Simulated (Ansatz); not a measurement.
## Electronic structure of CH6NSi (SMILES C[SiH2][NH-]) (charge −1) in real space

Input file:

```
crystal:
  periodic: [false, false, false]
  atoms:
    - {symbol: C, position_ang: [-0.256756, 1.796876, -1.868901]}
    - {symbol: "N", position_ang: [1.758580, 1.202111, 0.210803]}
    - {symbol: Si, position_ang: [1.155859, 0.636201, -1.257495]}
    - {symbol: H, position_ang: [-0.677724, 1.450454, -2.836961]}
    - {symbol: H, position_ang: [0.121229, 2.831804, -2.001752]}
    - {symbol: H, position_ang: [-1.078020, 1.834749, -1.123454]}
    - {symbol: H, position_ang: [2.077889, 0.552797, -2.507518]}
    - {symbol: H, position_ang: [0.491035, -0.767225, -1.347376]}
    - {symbol: H, position_ang: [2.521555, 0.667942, 0.645764]}
basis:
  gaussian:
    orbitals: def2-TZVPD
total_charge: -1
hamiltonian:
  xc: {name: PBE0}
output:
  forces: true
  orbitals: {seedname: orbitals}
```

Launched as:

```sh
ansatz run input.yaml --threads 2 --pin off --max-ram 4350MiB --events-out events.jsonl --progress --plain --runs-dir runs
```

Geometry: BLYP-D3(BJ)/def2-SVPD.

The calculation used isolated molecule in a Gaussian basis; Kohn-Sham density functional theory, functional PBE0 in Ansatz.

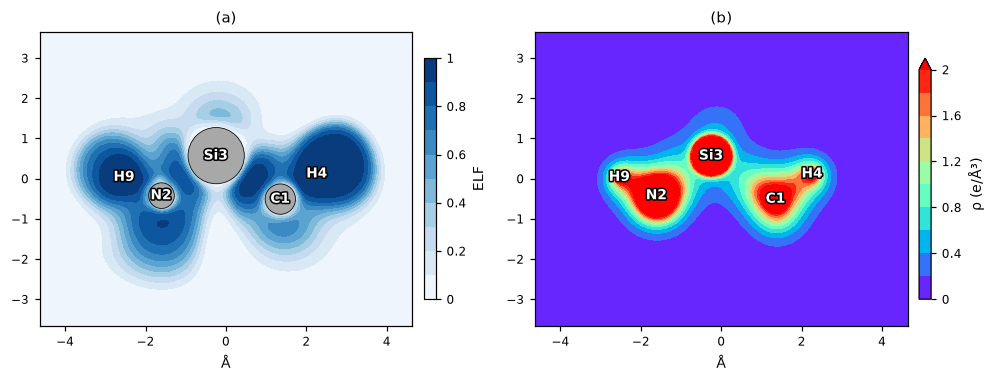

Figure 1. (a) electron localisation function; (b) total electron density on the plane of atoms Si3, N2 and H9. Grey discs cover the atomic cores in the ELF map.

What does the map show?

- The plane passes through C, N, Si and H nuclei.
- Si–N (1.69 Å): the density is about 1.2 e/Å³ at the midpoint; the ELF peaks at about 0.85 between the atoms: a polar covalent bond.
- C–Si (1.93 Å): ρ at the midpoint is about 0.87 e/Å³; the ELF peaks at about 0.95 between the atoms, as expected for localised, covalent bonding.
- N–H (1.03 Å): ρ at the midpoint is about 2.6 e/Å³; the ELF climbs to about 1 towards the hydrogen, as it does in any bond to H (a covalent bond by its length).
- C–H (1.11 Å): ρ is about 1.8 e/Å³ halfway; the ELF climbs to about 1 towards the hydrogen (a covalent bond by its length).
- The ELF also peaks beside N2, away from the bonds: lone-pair regions.

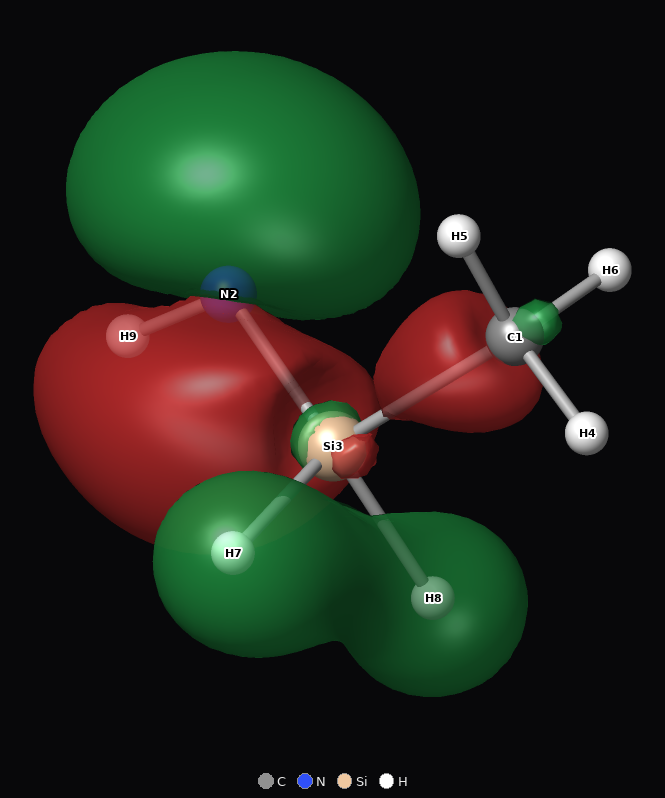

Figure 2. The HOMO−1 at ±0.08 Å⁻³ᐟ² (green and red are the two phases), seen at an oblique angle.

Describe this orbital and give its energy.

Its weight (Hirshfeld) is mainly on N2 (about 70 %), Si3 (about 15 %) and H9 (about 5 %); largely a lone pair of N2. Its energy is −1.16 eV.
